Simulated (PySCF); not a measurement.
## A study: CH4S, SMILES `CS`

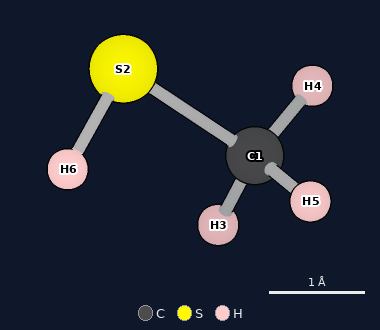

The molecule, with its atoms numbered as below. No frequency check shows the geometry to be a minimum.

Geometry (Å), atoms numbered from 1:

```
C1       1.1575   -0.0162    0.0000
S2      -0.6611    0.0862   -0.0000
H3       1.4950   -0.5325   -0.8934
H4       1.5210    1.0063   -0.0025
H5       1.4952   -0.5281    0.8957
H6      -0.8790   -1.2273    0.0002
```

Part 1: Excited states

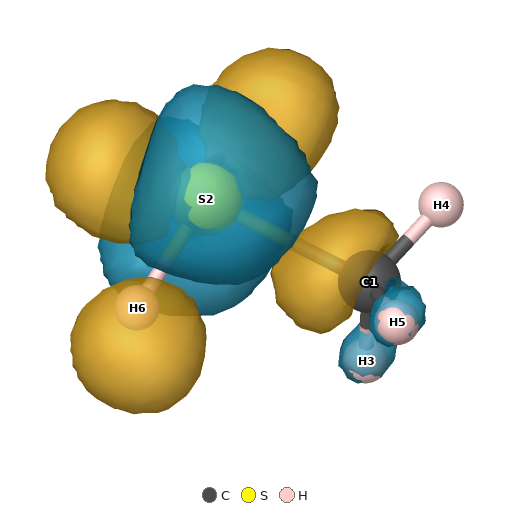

Unrelaxed difference density of S₁ less the ground state (TDA singlet states), ±0.03 e/Å³; yellow: gain, teal: loss.

Method: LC-wPBE/def2-SVPD; geometry: GFN2-xTB; program: PySCF.

> How does the charge move on excitation?

0.75 e is displaced in all, of which about 0.3 e passes between atoms: S2 (0.28 e) loses electrons and H6 (0.14 e) and C1 (0.07 e) gain them. The state: 5.76 eV (215 nm), f = 0.003, partly diffuse acceptor orbital; the leading pair carries 100 %; hole on S2 (84 %) and C1 (6 %), electron on S2 (57 %), H6 (18 %) and C1 (13 %) (atom shares of so diffuse an orbital are rough); their centroids lie 0.2 Å apart.

Part 2: Removing or adding an electron

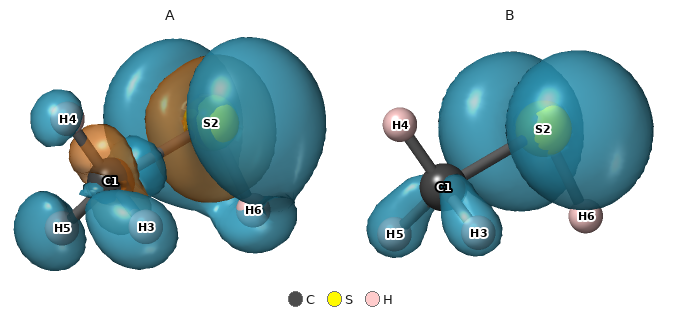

The Fukui function f⁻ from two separate SCF calculations and the density of the HOMO, at ±0.03 e/Å³ (light blue positive, orange negative).

PySCF calculation, ωB97X/aug-cc-pVDZ, gas phase; geometry: GFN2-xTB.

> Which panel is which, and how good is the frozen-orbital picture?

A is f⁻ (it has negative regions), B the HOMO density. The HOMO lies on S2 (82 %) and C1 (7 %); f⁻ (Hirshfeld-condensed) is largest on S2 (0.62); the vertical ionisation energy is 9.45 eV. Relaxation shifts 19 % of the electron between atoms. The orbital energy is −9.25 eV.

Part 3: Stretching a bond

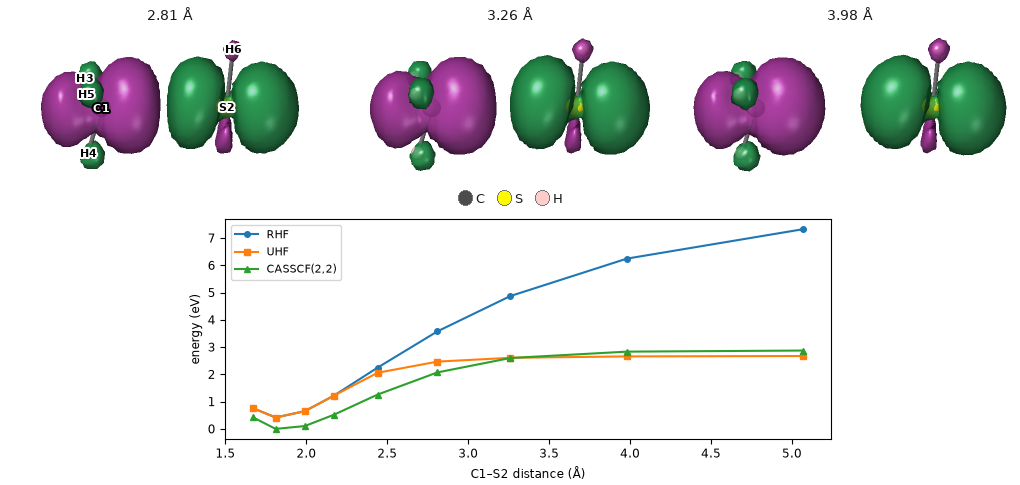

Rigid stretch of the C1–S2 bond. Broken-symmetry UHF spin density at ±0.03 e/Å³ (green: α, purple: β). Below: energies along the scan, from the lowest point of the three curves.

Computed with PySCF, def2-SVPD basis, geometry: GFN2-xTB.

> How does the broken-symmetry solution share the spin, and how far is it from a pure singlet?

At 3.98 Å excess α spin lies mostly on S2 and excess β on C1; the two could be swapped at no cost. ⟨S²⟩ is 0.83 at 2.81 Å, 0.97 at 3.26 Å and 1.01 at 3.98 Å, against 0 for a pure singlet and 1 for an equal mix of singlet and triplet.

> Where does the UHF solution part from RHF?

Between 2.17 Å (⟨S²⟩ = 0, the two coincide) and 2.44 Å (⟨S²⟩ = 0.44); at 5.07 Å ⟨S²⟩ is 1.02 and UHF lies 4.7 eV below RHF.

> How much energy does the stretch cost?

By CASSCF, 2.9 eV from the lowest point of the scan (1.81 Å) to 5.07 Å; RHF gives 6.9 eV from its own lowest point. The fragments aren't relaxed and dynamic correlation is missing, so this isn't a bond dissociation energy.

The PySCF runs shown took 50 s, 64 s and 110 s on 1 thread of Arm Neoverse V1 (shared host).
